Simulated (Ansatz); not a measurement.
Take GaAs in the zinc blende structure (space group F-43m, No. 216; a = 5.746 Å) as the base.

Now apply this change: a hydrostatic pressure of 9 GPa.

Level of theory: Ansatz (an electronic-structure program), PBE, PAW, cutoff 420 eV, no spin-orbit coupling, earlier PAW set.

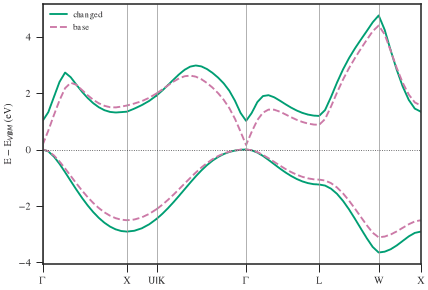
Highest valence and lowest conduction band along the path, each from its own valence-band maximum

**Question.** From the figure, how large is the changed gap, and is it direct?

**Answer.** About 1.0 eV, direct at Γ.

Load acts through the strain it causes; cell and atoms are relaxed under it. Whether these cells are dynamically stable was not tested. Tetrahedral semiconductors of this kind turn to denser phases somewhere between about 1 and 50 GPa; those were not computed, so compressed cells here can lie past the real transition.
